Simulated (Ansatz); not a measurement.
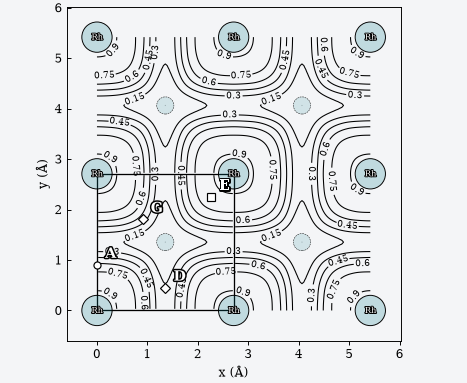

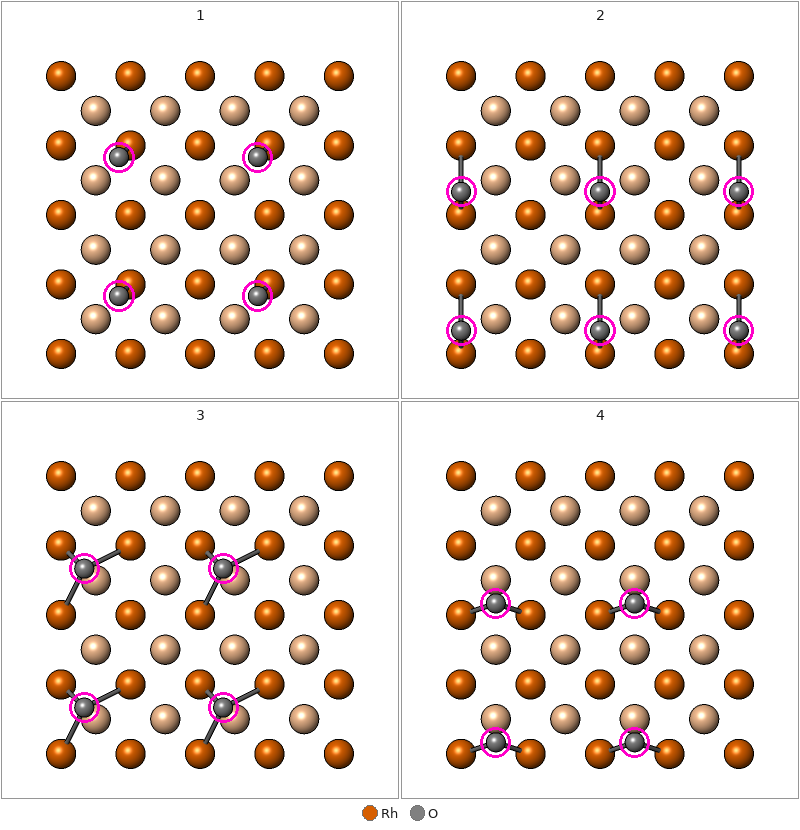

O on a Rh(100) slab cut from the Fm-3m phase, its upper half relaxed before the scan (12 atoms of substrate and one adsorbate in a 2 × 2 cell). 
- O is moved over the surface cell; relaxed at each place: the height of the adsorbate's atoms; substrate rigid; the origin of the map has the adsorbate above Rh9.
- Places are given modulo a cell vector. The map is drawn in real space over the plane of the surface.
- The scan uses a 6 × 6 grid; 10 points were computed and 26 follow by symmetry.
- Places are given in fractions of the 1 × 1 surface cell.
- Energies are in eV, from the lowest grid point.
- The runs have no spin polarisation; a magnetic state may lie lower.
- Computed with DFT PBE, scalar-relativistic, plane waves, PAW (Ansatz). Settings: cutoff 420 eV, k-mesh 5×5×1, gaussian smearing 0.1 eV, no spin polarisation.

Drawn: contour lines labelled in eV, labelled circles for the atoms of the top layer and small ones for the second layer, the outline of one cell of the 2 × 2 shown, lettered points. Between grid points the surface is interpolated. The numbered pictures are the structures at these points, in random order. Rings mark the moved atoms.

**Which structure belongs to which point?**

A is structure 2: (0/6, 2/6) of the cell vectors [nearest 1 Rh at 1.79 Å], 0.63 eV; D is structure 4: (3/6, 1/6) of the cell vectors [nearest 2 Rh at 1.93 Å], 0.16 eV; E is structure 1: (5/6, 5/6) of the cell vectors [nearest 1 Rh at 1.77 Å], 0.85 eV; G is structure 3: (2/6, 4/6) of the cell vectors [nearest 1 Rh at 1.83 Å], 0.37 eV.

PAW datasets: the set soft_1.
